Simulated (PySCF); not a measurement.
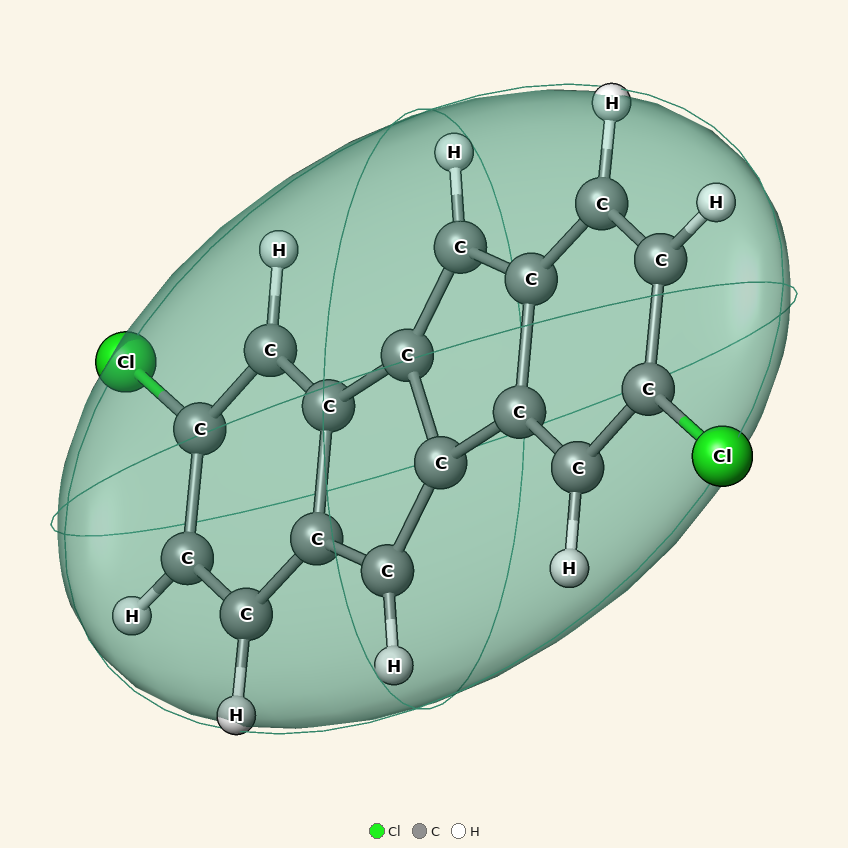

The ellipsoid shows the static dipole polarisability: its half-axes are proportional to the principal values. Computed geometry: GFN2-xTB optimisation. No frequency run is at hand to confirm it as a minimum. Computed with CAM-B3LYP/def2-SVP (PySCF 2.14.0).

How large and how anisotropic is the polarisability?

Answer. Principal values 74.0, 187.1, 375.8 bohr³; mean 212.3 bohr³ (31.46 Å³); anisotropy 264.1 bohr³, so the longest axis is 5.08 times the shortest.
